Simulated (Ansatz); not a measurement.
The figure comes from a scan of BaHfO₃ (cubic perovskite): a phonon pattern at Γ is frozen into a 5-atom cell, Q being the largest atomic displacement. The numbers are results of PBE (plane waves to 420 eV, PAW, scalar-relativistic; Ansatz, a first-principles code), not measurements. k mesh 8×8×8 (Γ-centred), Fermi-Dirac smearing 0.05 eV. E stands for the smeared free energy. BaHfO3 is run without spin polarisation. BaHfO3 was relaxed with its symmetry unable to fall. Spin-orbit coupling is left out, though Hf is heavy. The zero of ΔE is the undisplaced structure.

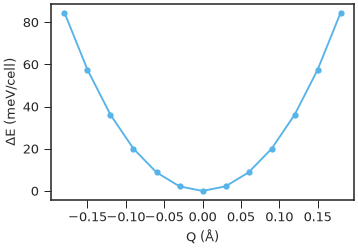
ΔE (meV/cell) against Q (Å); computed points joined by lines.

Problem. Read the plotted values off the figure, to the accuracy that the plot allows.

Solution. To the nearest 2:

| Q (Å) | ΔE (meV/cell) |
|---|---|
| -0.180 | 84 |
| -0.150 | 58 |
| -0.120 | 36 |
| -0.090 | 20 |
| -0.060 | 8 |
| -0.030 | 2 |
| 0.000 | 0 |
| 0.030 | 2 |
| 0.060 | 8 |
| 0.090 | 20 |
| 0.120 | 36 |
| 0.150 | 58 |
| 0.180 | 84 |

(A displaced cell: forces are minus the slopes of the energy, force constants its curvatures, and phonons follow from these.)
